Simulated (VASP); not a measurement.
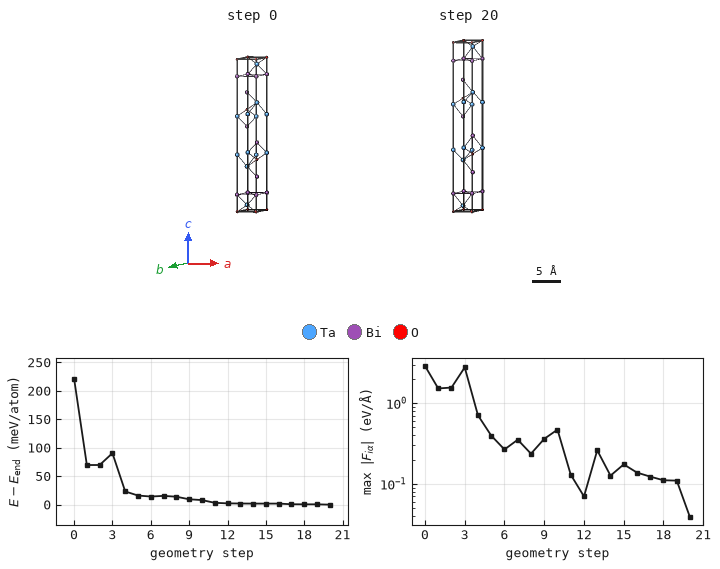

First and last geometry of a relaxation of a crystal of Ta₂Bi₂O (a generated structure, set up in R-3m), with the history of the run. Style: ball-and-stick. Shown: the conventional cell (3 times the calculation's cell), from a free direction. Lengths and directions refer to the drawn axes.

The run lets cell and atoms move.

The calculation used Kohn-Sham DFT of a periodic cell, PBE, VASP PAW PBE potentials, recommended (VASP 6.6.1).

The input:
```
SYSTEM = Ta2Bi2O
PREC     = Normal         ! precision mode
ENCUT    = 520            ! plane-wave cutoff, eV
EDIFF    = 1E-4           ! SCF threshold, eV
ISMEAR   = 0              ! smearing method
SIGMA    = 0.15           ! smearing width, eV
LREAL    = .FALSE.        ! projectors in reciprocal space
LASPH    = .TRUE.         ! aspherical terms in the spheres
NELM     = 60             ! most SCF steps
ALGO     = Fast           ! electronic algorithm
ISIF     = 3              ! what is computed and relaxed
LWAVE    = .FALSE.        ! write WAVECAR
LCHARG   = .FALSE.        ! write CHGCAR
GGA      = PE             ! functional
IBRION   = 2              ! ionic algorithm
NSW      = 24             ! ionic steps
EDIFFG   = -0.08          ! ionic threshold
```

Run as
```bash
cat potpaw_PBE.64/Ta_pv/POTCAR potpaw_PBE.64/Bi_d/POTCAR potpaw_PBE.64/O/POTCAR > POTCAR
mpirun -np 1 vasp_std > vasp.out
```

### Did the run converge, and what did it change?

It converged. The largest moves relative to the cell, 0.28 Å, are those of Ta atoms. By element the largest moves are Ta 0.28 Å, Bi 0.12 Å. O stays in place. The drawn cell changes as follows: a = b 3.500 → 3.438 Å (−1.8 %), c 28.200 → 31.303 Å (+11.0 %); the volume changes by +7.1 %. Some distances before and after: Bi–Ta 2.851 → 3.105 Å, Ta–Ta 3.057 → 2.814 Å, O–Ta 2.323 → 2.221 Å, Bi–Bi 3.500 → 3.438 Å. Bond angles that change, for instance: Ta–O–Ta 97.7° → 101.4°, Ta–O–Ta 82.3° → 78.6°. The space group stays R-3m (No. 166). After 20 geometry steps the energy has fallen by 222 meV per atom. The largest force component goes from 2.9 to 0.039 eV/Å. Pressure: 4.30 GPa at the start and 0.03 GPa at the end.

| step | E − E(0), meV/atom | largest force component, eV/Å | pressure, GPa | volume, Å³/atom |
| --- | --- | --- | --- | --- |
| 0 | 0.00 | 2.8853 | 4.30 | 19.945 |
| 1 | -152.05 | 1.5184 | -6.98 | 21.507 |
| 2 | -152.02 | 1.5570 | -6.81 | 21.484 |
| 3 | -131.22 | 2.7655 | 9.20 | 19.672 |
| 4 | -198.51 | 0.7055 | -0.60 | 20.586 |
| 5 | -205.68 | 0.3960 | 0.20 | 20.450 |
| 6 | -207.42 | 0.2666 | 0.97 | 20.380 |
| 7 | -206.29 | 0.3522 | 2.27 | 20.240 |
| 8 | -207.73 | 0.2364 | 1.47 | 20.344 |
| 9 | -212.27 | 0.3610 | 0.07 | 20.668 |
| 10 | -213.64 | 0.4695 | -0.78 | 20.910 |
| 11 | -218.47 | 0.1300 | 0.00 | 20.933 |
| 12 | -219.41 | 0.0700 | 0.32 | 20.941 |
| 13 | -219.70 | 0.2605 | 1.15 | 20.956 |
| 14 | -219.82 | 0.1266 | 0.70 | 20.949 |
| 15 | -219.83 | 0.1744 | 0.76 | 20.952 |
| 16 | -219.84 | 0.1380 | 0.69 | 20.951 |
| 17 | -220.99 | 0.1230 | 0.11 | 21.217 |
| 18 | -221.12 | 0.1109 | -0.23 | 21.340 |
| 19 | -221.12 | 0.1098 | -0.38 | 21.370 |
| 20 | -221.70 | 0.0386 | 0.03 | 21.356 |
